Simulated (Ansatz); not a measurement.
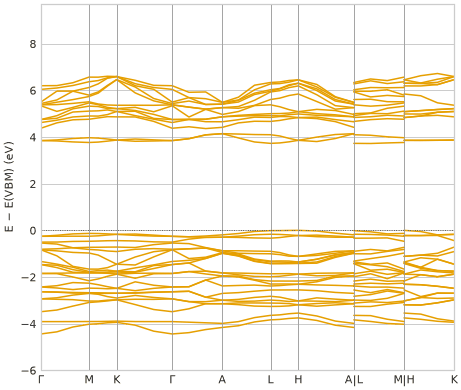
Fig. 1. Band structure from the program Ansatz at the HSE06 level (PAW)

Q: Read off the gap and where the band edges lie.

A: About 3.7 eV (3.72 eV among the points solved); maximum at H, minimum on the L–M line, 33 % of the way from L.

Q: Which compound is it?
A) CsVI3, P6_3/mmc (Cs on 2c, V on 2a, I on 6h)
B) SiC, 4H polytype
C) ZnS, 4H polytype
D) Li2O2, P6_3/mmc (Li on 2a, Li on 2c, O on 4f)

A: A, CsVI3, P6_3/mmc (Cs on 2c, V on 2a, I on 6h)

The workflow started from a Materials Project entry (that database holds measured and hypothetical structures alike); the Crystallography Open Database files this formula in space group No. 194, but the cells were not matched. Whether it is the stable phase at ambient conditions was not checked. Symmetry was held in the HSE06 relaxation, as lowered by the spin order; whether a distortion lowers the energy is not shown. Spin order of the final state: antiferromagnetic, the only order run, not a proven ground state. Other orbital occupations within this spin state were not tried. The hybrid was solved on a coarse mesh, the path and, where they were found, the r²SCAN edge points; its band edges are the extreme levels among these. Spin–orbit coupling is left out wherever it is not named.

Potentials: the later of the program's two PAW sets.
